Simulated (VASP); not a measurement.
Band structure of PtSe₂ (1T layered). Method: rev-vdW-DF2, VASP's PBE PAW potentials (set 64) (plane waves; VASP).

Unless said otherwise, spin-orbit coupling is left out, though it shifts the bands of the heavy elements here.

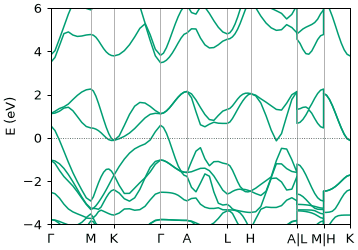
Figure. Bands along high-symmetry lines, zero at the valence-band maximum or, without a gap, the Fermi level

Q: Read the plot: is there a gap, and where are the band edges?

A: It has no gap at this level: it comes out as a metal or semimetal. (Edges off the drawn lines would not show.)

The compound is PtSe2 in the 1T layered structure. It was relaxed first.
